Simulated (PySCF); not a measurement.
C₄H₇BO₂Si

```csv
atom,x (Å),y (Å),z (Å)
C,3.5785,0.1757,-0.0608
C,2.4682,0.0016,0.3677
Si,0.7305,-0.2134,1.0115
B,-0.3738,1.4031,0.7783
O,-1.5147,1.2748,0.1024
C,-2.0174,0.0437,-0.3753
C,-0.9396,-0.8778,-0.9474
O,-0.0458,-1.3039,0.0290
H,4.5549,0.3159,-0.4290
H,0.8045,-1.0136,2.2382
H,-0.1508,2.5162,1.0855
H,-2.7537,0.2773,-1.1510
H,-2.5200,-0.4740,0.4503
H,-0.4052,-0.3517,-1.7497
H,-1.4201,-1.7659,-1.3716
```

Geometry: GFN2-xTB.

The calculation used PBE0/pcSseg-1, SCF density, gas phase, non-relativistic in PySCF.

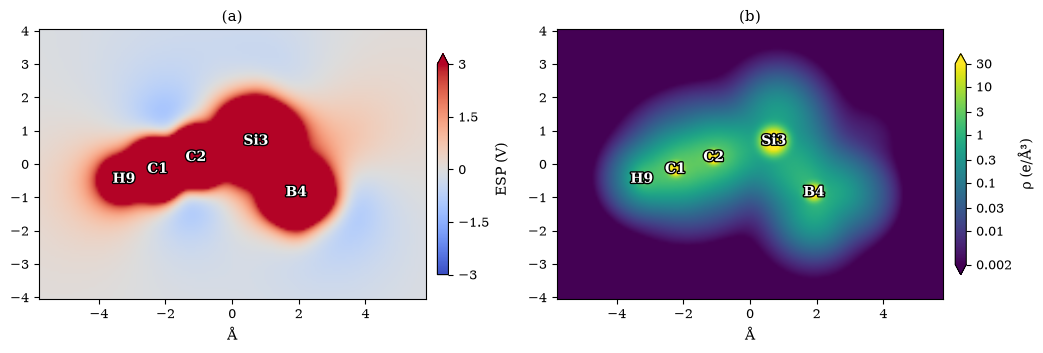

Figure 1. (a) electrostatic potential; (b) total electron density on the plane of atoms C2, Si3 and B4.

What do the fields say about this system?

- Atoms in the plane: C, Si, B and H.
- C–C (1.20 Å): the density is about 2.8 e/Å³ at the midpoint.
- C–Si (1.87 Å): ρ is about 0.9 e/Å³ halfway.
- Si–B (1.97 Å): the density is about 0.86 e/Å³ at the midpoint.
- C–H (1.05 Å): the density is about 2.1 e/Å³ at the midpoint.
- Outside the dense part of the molecule the potential is most negative (−1.0 V) near C2.

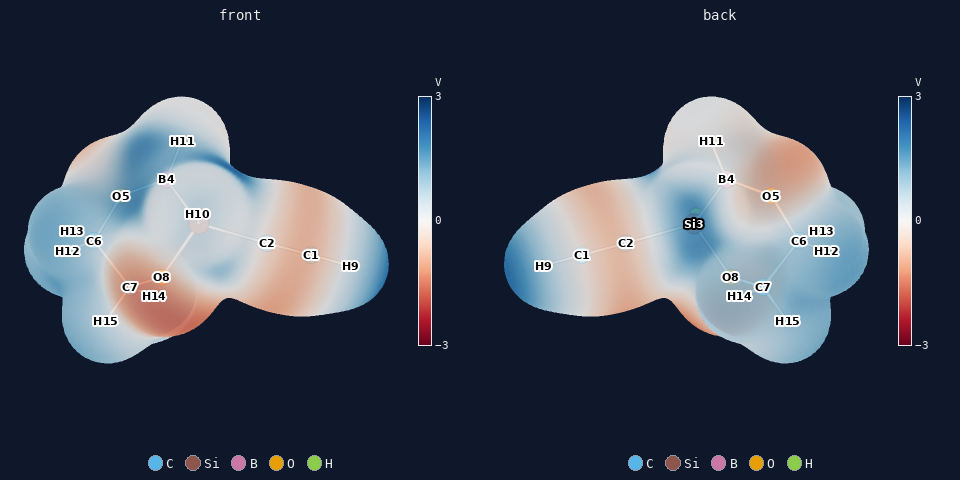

Figure 2. The molecular electrostatic potential painted on the density surface at 0.004 e/bohr³, seen from the front and from behind; red is negative and blue positive.

Describe the electrostatic potential map.

The most negative region (about −1.7 V) lies over O8, the most positive (about +2.3 V) over Si3. O8 is the likeliest acceptor of a hydrogen bond.

What dipole moment does the calculation give?

Its dipole moment is 1.43 D.
